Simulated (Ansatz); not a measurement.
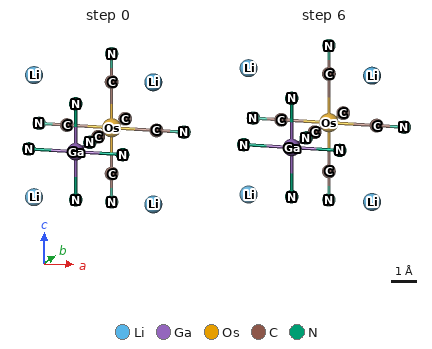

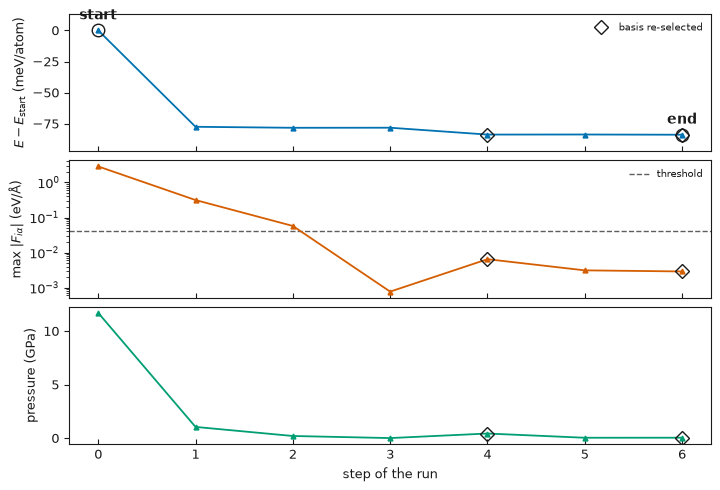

First and last geometry of a relaxation of crystalline Li2GaOsC6N6 (a generated structure, set up in Fm-3m) (coarse preliminary run), with the history of the run. A ball-and-stick model of the atoms within 4.2 Å of the atom that moves most (axes of the conventional cell (4 times the calculation's cell)), seen slightly off an axis. Lengths and directions refer to the drawn axes.

These are results of Ansatz, DFT PBE, scalar-relativistic, plane waves, PAW, not measurements. (plane-wave cutoff 420 eV; k-point mesh 4 × 4 × 4; occupations gaussian; smearing width 0.1 eV; collinear spin; cell and atoms relaxed; force threshold 0.04 eV/Å; at most 70 steps)

What do the curves and the structures tell?

It converged. Over 4 accepted moves (6 points after the start) the energy falls by 83.8 meV per atom. Largest force component: 2.9 eV/Å at the start, 0.0029 eV/Å at the end. The pressure goes from 11.70 to 0.04 GPa. At 2 points the geometry stayed and the basis and grid were re-selected for the new cell (energy shift of 5.5 meV per atom at most each time). The largest moves relative to the cell, 0.057 Å, are those of C atoms. Largest moves by element: C 0.057 Å, N 0.021 Å. Li and Ga and Os stay in place. Cell: a = b = c 10.102 → 10.454 Å (+3.5 %). Volume +10.8 %. Among the contacts that change: C–Os 1.896 → 2.019 Å, Ga–N 1.985 → 2.034 Å, C–N 1.170 → 1.175 Å. The space group stays Fm-3m (No. 225). The program noted that the starting moments weren't kept.
